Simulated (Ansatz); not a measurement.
# Ga(NH2Me)H3 (CH₈GaN): reading failed and doubtful runs

Aim: try 2 inputs for Ga(NH2Me)H3 (CH₈GaN) as typed, read how each ends, and find what has to change.

Method: the settings change from run to run; program: Ansatz 0.2.0, Gaussian basis.

## Step 1: The geometry

The geometry comes from an earlier relaxation with PBE-D4/def2-SVP; it is a stationary point, not always the lowest conformer.

11 atoms, charge 0, spin multiplicity 1.

Atoms are counted from 1 here; the program's logs count them from 0.

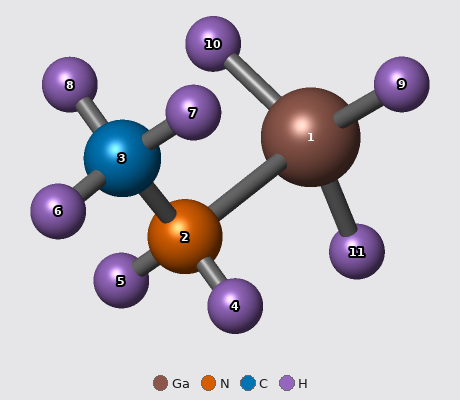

The geometry (gallium brown, nitrogen orange, carbon blue, hydrogen purple); atoms are numbered from 1 in the order of the file.

Geometry (Å):

```
Ga   -0.2425   -0.3942   -1.6317
N    -0.2540   -0.4276    0.5256
C     0.4328    0.7146    1.1542
H     0.1715   -1.3181    0.8182
H    -1.2385   -0.4730    0.8230
H     0.4124    0.6767    2.2636
H     1.4852    0.7350    0.8124
H    -0.0456    1.6535    0.8156
H     1.3349   -0.4001   -1.8518
H    -1.0156    0.9823   -1.8425
H    -1.0405   -1.7491   -1.8866
```

## Step 2: Input 1

in.yaml reads:

```yaml
crystal:
  periodic: [false, false, false]
  atoms:
    - {symbol: Ga, position_ang: [-0.242525, -0.394186, -1.631659]}
    - {symbol: N, position_ang: [-0.254016, -0.427596, 0.525639]}
    - {symbol: C, position_ang: [0.432755, 0.714633, 1.154186]}
    - {symbol: H, position_ang: [0.171467, -1.318111, 0.818151]}
    - {symbol: H, position_ang: [-1.238466, -0.473023, 0.822996]}
    - {symbol: H, position_ang: [0.412356, 0.676682, 2.263559]}
    - {symbol: H, position_ang: [1.485163, 0.734978, 0.812351]}
    - {symbol: H, position_ang: [-0.045558, 1.653507, 0.815631]}
    - {symbol: H, position_ang: [1.334850, -0.400095, -1.851761]}
    - {symbol: H, position_ang: [-1.015557, 0.982272, -1.842498]}
    - {symbol: H, position_ang: [-1.040459, -1.749060, -1.886586]}
basis:
  gaussian: {orbitals: cc-pVDZ}
magnetization: {spin_polarized: true, initial_magnetization: 4}
hamiltonian: {xc: {name: SPW92}, pseudopotentials: {relativity: scalar}}
scf: {omitted_lower_state_checks: [starts]}
output: {forces: true}
```

Launch:

```console
> ansatz run in.yaml --threads 4 --pin off --events-out ev --progress --plain --max-ram 3916MiB
```

What it wrote, cut to the lines that bear on the results:

```text
Functional definition: SPW92
  name "SPW92"
  cite "Dirac, Proc. Camb. Phil. Soc. 26, 376 (1930) doi:10.1017/S0305004100016108"
  cite "Slater, Phys. Rev. 81, 385 (1951) doi:10.1103/PhysRev.81.385"
  cite "Perdew & Wang, Phys. Rev. B 45, 13244 (1992) doi:10.1103/PhysRevB.45.13244"
[...]
1220 factors; their error is unknown
[...]
mean field -55325.30408764 eV, -2033.1674243829 hartree, gradient 2.8e-6 eV, S^2 6.003538; 0 other end points of the search recorded, 0 dependent functions left out
[...]
reference -55325.30412728 eV, -2033.1674258394 hartree; 28, 24 occupied and 67, 71 virtual orbitals, 1220 factors
Total energy: -55325.30412728 eV, -2033.1674258394 hartree
Relativity: scalar
Atom 0 at    -0.242525    -0.394186    -1.631659 Å, force     0.327604     0.492403     0.052317 eV/Å
Atom 1 at    -0.254016    -0.427596     0.525639 Å, force     0.430163     0.726282     0.765023 eV/Å
Atom 2 at     0.432755     0.714633     1.154186 Å, force    -0.014900    -0.025112    -0.040309 eV/Å
Atom 3 at     0.171467    -1.318111     0.818151 Å, force     0.387542    -0.865652     0.321201 eV/Å
Atom 4 at    -1.238466    -0.473023     0.822996 Å, force    -0.945771    -0.068657     0.327184 eV/Å
Atom 5 at     0.412356     0.676682     2.263559 Å, force     0.022912     0.036511     0.056927 eV/Å
Atom 6 at     1.485163     0.734978     0.812351 Å, force     0.199233    -0.064721    -0.053171 eV/Å
Atom 7 at    -0.045558     1.653507     0.815631 Å, force    -0.151036     0.143311    -0.050296 eV/Å
Atom 8 at     1.334850    -0.400095    -1.851761 Å, force     3.308151     0.427321    -0.400475 eV/Å
Atom 9 at    -1.015557     0.982272    -1.842498 Å, force    -1.251210     3.159955    -0.381156 eV/Å
Atom 10 at    -1.040459    -1.749060    -1.886586 Å, force    -2.312688    -3.961642    -0.597246 eV/Å
Dipole moment:     0.034806     0.055020     0.697274 e Å
Checks for a lower state left out: starts
```

Run time: 2.4 s. Hardware: 4 threads of Arm Neoverse V1, shared host.

**Diagnosis.** It ended without an error, which proves nothing about the input. The spin is set far too high for this molecule. It asks for 4 unpaired electrons; the ground state has 0. Its energy belongs to an excited spin state, not the ground state. To mend it, set initial_magnetization back to that of the ground state.

## Step 3: Input 2

in.yaml reads:

```yaml
crystal:
  periodic: [false, false, false]
  atoms:
    - {symbol: Ga, position_ang: [-0.533555, -0.867210, -3.589649]}
    - {symbol: N, position_ang: [-0.558836, -0.940712, 1.156406]}
    - {symbol: C, position_ang: [0.952062, 1.572192, 2.539208]}
    - {symbol: H, position_ang: [0.377227, -2.899843, 1.799933]}
    - {symbol: H, position_ang: [-2.724626, -1.040651, 1.810591]}
    - {symbol: H, position_ang: [0.907183, 1.488700, 4.979829]}
    - {symbol: H, position_ang: [3.267359, 1.616951, 1.787172]}
    - {symbol: H, position_ang: [-0.100227, 3.637715, 1.794389]}
    - {symbol: H, position_ang: [2.936670, -0.880210, -4.073874]}
    - {symbol: H, position_ang: [-2.234225, 2.160999, -4.053495]}
    - {symbol: H, position_ang: [-2.289010, -3.847933, -4.150489]}
basis:
  gaussian: {orbitals: "6-31G*", point_charges: [{charge: 0.50, position_ang: [5.947, 0.042, 0.924]}]}
hamiltonian: {xc: {name: B3LYP5}}
scf: {omitted_lower_state_checks: [starts]}
```

Same command.

What it wrote, cut to the lines that bear on the results:

```text
Functional definition: B3LYP5
  name "B3LYP5"
  cite "Stephens, Devlin, Chabalowski & Frisch, J. Phys. Chem. 98, 11623 (1994) doi:10.1021/j100096a001"
  cite "Becke, Phys. Rev. A 38, 3098 (1988) doi:10.1103/PhysRevA.38.3098"
  cite "Lee, Yang & Parr, Phys. Rev. B 37, 785 (1988) doi:10.1103/PhysRevB.37.785"
  cite "Vosko, Wilk & Nusair, Can. J. Phys. 58, 1200 (1980) doi:10.1139/p80-159"
[...]
860 factors; integrals over basis functions are off by at most 5.4e-4 eV
[...]
mean field -54985.21623161 eV, -2020.6694261933 hartree, gradient 2.4e-6 eV, S^2 0.000000; 0 other end points of the search recorded, 0 dependent functions left out
reference -54985.21674068 eV, -2020.6694449015 hartree; 26, 26 occupied and 55, 55 virtual orbitals, 860 factors
Total energy: -54985.21674068 eV, -2020.6694449015 hartree
Checks for a lower state left out: starts
```

It took 2 s on 4 threads of Arm Neoverse V1, shared host.

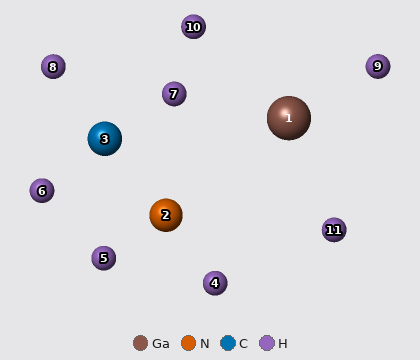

The geometry of this input.

Diagnosis: It ended without an error, which proves nothing about the input. The geometry is stretched to more than twice its size. The shortest distance is 2.26 Å (N2–H4), against 1.03 Å in the relaxed molecule. Its energy is no property of the relaxed molecule. To mend it, use the relaxed coordinates, and remove the point charge.

## Step 4: Summary

```
input          level      ended                                                  cause   time
    1  SPW92/cc-pVDZ  converged         the spin is set far too high for this molecule  2.4 s
    2  B3LYP5/6-31G*  converged  the geometry is stretched to more than twice its size    2 s
```

In words: 2 converged. The dangerous case is the input that converges on a wrong geometry, charge, spin, basis or grid: often only a look at the input shows it.
